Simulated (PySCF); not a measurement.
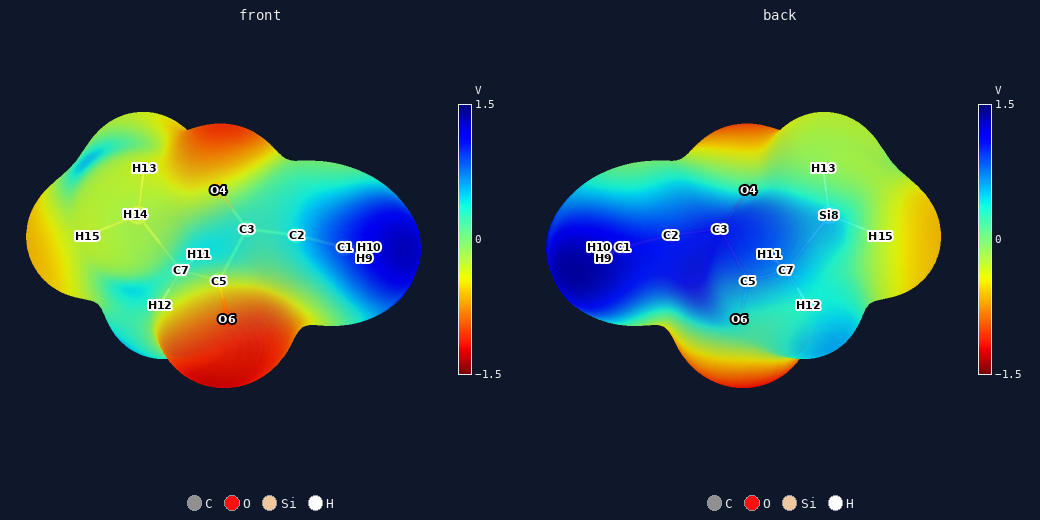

Figure. C₅H₇O₂Si (SMILES C=[C]C(=O)C(=O)C[SiH3]) (doublet). The molecular electrostatic potential painted on the density surface at 0.001 e/bohr³, seen from the front and from behind; the colour scale runs from red (negative) to blue (positive).

Geometry: GFN2-xTB.

Method: UKS B3LYP, pcH-1 on C H O Si, non-relativistic, mean-field spin-orbit, GIAO in PySCF.

```xyz
15

C     3.0557    1.1582   -0.1750
C     1.7761    1.1182   -0.0008
C     0.4914    0.7322   -0.0684
O    -0.5439    1.3230   -0.4317
C     0.2528   -0.7198    0.4672
O     0.8231   -1.1035    1.4529
C    -0.8194   -1.3193   -0.2954
Si   -2.3203   -0.0780   -0.1578
H     3.5763    0.5759   -0.9251
H     3.6777    1.8116    0.4188
H    -0.5765   -1.3459   -1.3526
H    -1.0460   -2.3160    0.0677
H    -2.6274    0.5235   -1.4453
H    -2.3184    0.7113    1.0691
H    -3.4057   -1.0635    0.0809
```

Which sites attract a positive test charge, and which a negative one?

A positive charge is drawn to the negative regions and a negative charge to the positive ones. The most negative region (about −1.3 V, or −30 kcal/mol for a unit charge) lies over O6, the most positive (about +1.4 V, or +32 kcal/mol for a unit charge) over H9. O6 is the likeliest acceptor of a hydrogen bond.
